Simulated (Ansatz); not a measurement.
# Si17H24 off sphere (Si₁₇H₂₂O): geometry, orbitals and charge

What does Si17H24 off sphere (Si₁₇H₂₂O) look like as a singlet, and where do its frontier electrons sit?

Program: Ansatz 0.2.0, Gaussian basis. Level of theory: RKS PBE0-D4/def2-TZVP. These are calculated values, not measurements.

The runs, in order: relaxation at r2SCAN-D4/def2-SVP; a single point at PBE0-D4/def2-TZVP.

## (1) The system as given

40 atoms, charge 0, spin multiplicity 1.

Atoms are counted from 1 here; the program's logs count them from 0.

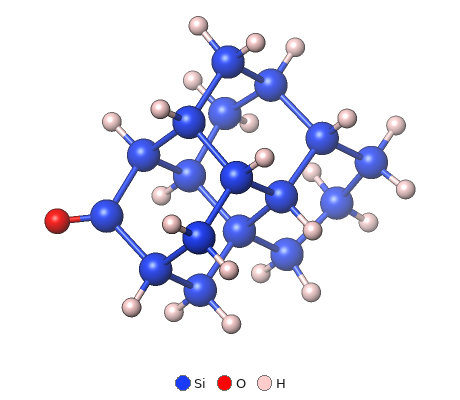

The starting geometry (silicon blue, oxygen red, hydrogen pink).

The start is a GFN2-xTB geometry.

## (2) Optimising with r2SCAN-D4/def2-SVP

The input, in.yaml:

```yaml
crystal:
  periodic: [false, false, false]
  atoms:
    - {symbol: Si, position_ang: [-1.893790, -2.726960, 2.958720]}
    - {symbol: Si, position_ang: [1.243060, -2.867030, -0.223900]}
    - {symbol: Si, position_ang: [-1.659930, 2.627310, -2.809780]}
    - {symbol: Si, position_ang: [1.096420, -0.078840, -2.848270]}
    - {symbol: Si, position_ang: [-1.662130, -0.229710, -0.116380]}
    - {symbol: Si, position_ang: [1.073490, -0.286090, 2.622310]}
    - {symbol: Si, position_ang: [1.045420, 2.574680, -0.130830]}
    - {symbol: Si, position_ang: [3.851150, -0.105750, -0.058270]}
    - {symbol: Si, position_ang: [-2.992460, -1.537420, 1.299530]}
    - {symbol: Si, position_ang: [-2.954270, 1.195010, -1.476060]}
    - {symbol: Si, position_ang: [-0.188220, -1.519380, -1.474230]}
    - {symbol: Si, position_ang: [-0.264300, -1.521710, 4.081480]}
    - {symbol: Si, position_ang: [2.496510, -1.524350, 1.215310]}
    - {symbol: Si, position_ang: [-0.280130, 1.293120, -4.141420]}
    - {symbol: Si, position_ang: [-0.301720, 3.966400, -1.444220]}
    - {symbol: Si, position_ang: [2.476070, 1.206800, -1.414110]}
    - {symbol: Si, position_ang: [-0.203790, 1.105410, 1.217140]}
    - {symbol: O, position_ang: [-0.300920, 1.322410, -5.655960]}
    - {symbol: H, position_ang: [-2.830930, -3.373480, 3.888500]}
    - {symbol: H, position_ang: [-1.229510, -3.862710, 2.296920]}
    - {symbol: H, position_ang: [2.123170, -3.647140, -1.104090]}
    - {symbol: H, position_ang: [0.507910, -3.899970, 0.517390]}
    - {symbol: H, position_ang: [-2.525550, 3.480240, -3.649770]}
    - {symbol: H, position_ang: [1.970730, -0.894670, -3.716710]}
    - {symbol: H, position_ang: [1.955540, 0.603460, 3.410330]}
    - {symbol: H, position_ang: [1.893630, 3.399770, 0.752830]}
    - {symbol: H, position_ang: [4.836030, -0.850170, -0.858090]}
    - {symbol: H, position_ang: [4.688690, 0.736450, 0.808450]}
    - {symbol: H, position_ang: [-3.837770, -2.414070, 0.475010]}
    - {symbol: H, position_ang: [-3.962750, -0.622550, 1.926030]}
    - {symbol: H, position_ang: [-3.867550, 0.401470, -2.313340]}
    - {symbol: H, position_ang: [-3.854940, 1.988110, -0.626900]}
    - {symbol: H, position_ang: [-1.039320, -2.337050, -2.363170]}
    - {symbol: H, position_ang: [0.553690, -2.392300, 4.938930]}
    - {symbol: H, position_ang: [-0.909780, -0.612280, 5.042070]}
    - {symbol: H, position_ang: [3.348200, -2.379670, 2.063520]}
    - {symbol: H, position_ang: [0.521930, 4.877810, -2.254630]}
    - {symbol: H, position_ang: [-1.114690, 4.880160, -0.628720]}
    - {symbol: H, position_ang: [3.285420, 2.098380, -2.270830]}
    - {symbol: H, position_ang: [-1.092620, 1.926330, 2.065210]}
basis:
  gaussian: {orbitals: def2-SVP, fitting: {mean_field: def2-universal-jkfit}}
hamiltonian: {xc: r2scan, dispersion: d4}
scf: {lower_state_search: "off"}
output: {orbitals: {seedname: orbitals}}
relax: {f_tol: 0.03, max_steps: 70}
```

The run is started by

```console
> ansatz run in.yaml --threads 2 --pin off --events-out ev --progress --plain --max-ram 32768MiB --backend cuda --devices 0, --max-vram 18GiB
```

After this run come: Single point, PBE0-D4/def2-TZVP.

**Question.** What will the summary of the whole plan be? Wanted: point group; commonest bond, hydrogen aside; HOMO, LUMO at PBE0-D4/def2-TZVP; dipole at r2SCAN-D4/def2-SVP.

**Answer**, as computed:

| quantity | value |
| --- | --- |
| point group | C1 |
| commonest bond, hydrogen aside | Si–Si, 22 of mean length 2.354 Å |
| HOMO, LUMO at PBE0-D4/def2-TZVP | -6.90, -2.67 eV |
| dipole at r2SCAN-D4/def2-SVP | 4.58 D |

**Reading.** The molecule keeps its bonding pattern by the stored test; the atoms moved 0.09 Å (rms). No usable vibrations, so a minimum isn't proven. The HOMO lies nearest to O18 35 %; Si3, Si4, Si14 about 13 % each and the LUMO to Si14 42 %; O18 13 %. Whether this spin is the lowest isn't tested here. The point group is read from a loosely relaxed geometry; soft torsions can leave it below the true symmetry.
